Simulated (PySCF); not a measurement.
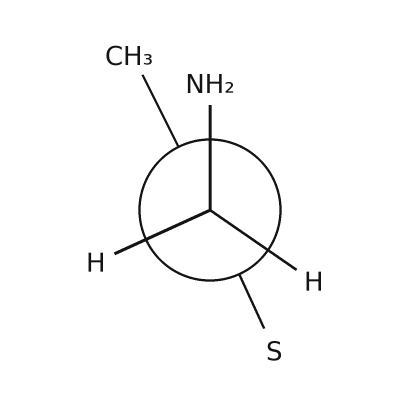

A Newman projection along the Ge–C bond, germanium in front; angles are drawn as computed, but eclipsed bonds slightly apart. The computed structure is the end point of a PBE0-D3(BJ)/def2-SVP optimisation. No frequency run is at hand to confirm it as a minimum.

### Which molecule is it?

C2H7GeNS, C[C](=S)[GeH2][NH2]

### What is the torsion angle from the front NH2 to the back S? The sign is positive where the front bond must turn clockwise to cover the back bond.

155°, antiperiplanar (anti).
